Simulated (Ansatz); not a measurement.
```yaml
crystal:
  lattice:
    - [1.70292, 1.14220, 8.80144]
    - [-3.86118, 2.23081, 17.71123]
    - [-0.13701, -2.04433, 8.80124]
  atoms:
    - { symbol: Ge, position: [0.42442, 0.19359, 0.45116] }
    - { symbol: Ge, position: [0.55729, 0.29789, 0.58398] }
    - { symbol: P, position: [0.81833, 0.36674, 0.84535] }
    - { symbol: P, position: [0.16329, 0.12477, 0.18985] }
    - { symbol: Pb, position: [0.99092, 0.99573, 0.01754] }
    - { symbol: Ge, position: [0.42447, 0.69352, 0.45126] }
    - { symbol: Ge, position: [0.55735, 0.79786, 0.58400] }
    - { symbol: P, position: [0.81847, 0.86671, 0.84526] }
    - { symbol: P, position: [0.16336, 0.62465, 0.18998] }
    - { symbol: Pb, position: [0.99085, 0.49574, 0.01759] }
```

Space group C2/m; a structure from a database of computed crystals, not necessarily the ambient phase; started from the Bi2Te2S-166 prototype, which need not be the ambient phase; changed on purpose from its base cell (shaken).

These are results of Ansatz, DFT, PBEsol, plane waves, PAW, not measurements.

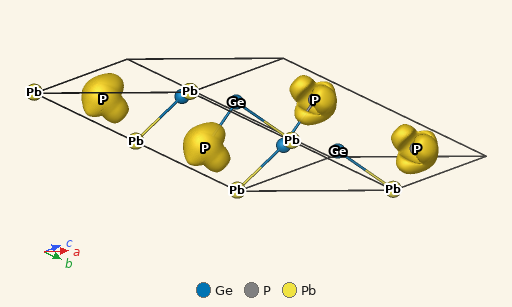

Ge2P2Pb. Isosurface of the electron localisation function at 0.75 (yellow), seen at an oblique angle. Core shells and regions of very low density are left out. Sticks mark near contacts.

In a PAW calculation such maps are meaningful between the atoms, not at the nuclei.

Where are the electrons localised?

At this value the surface marks out four regions on P in which the atom's valence shell and bonds are merged, counted in one cell of 10 atoms. Regions shared between cells count once. Profiles from the grid: Ge–P (2.40 Å): the ELF peaks at about 0.90 in the valence shell of P, 0.9 Å from its nucleus, and is about 0.80 at the midpoint. P–P (2.46 Å): the ELF peaks at about 0.85 between the atoms.
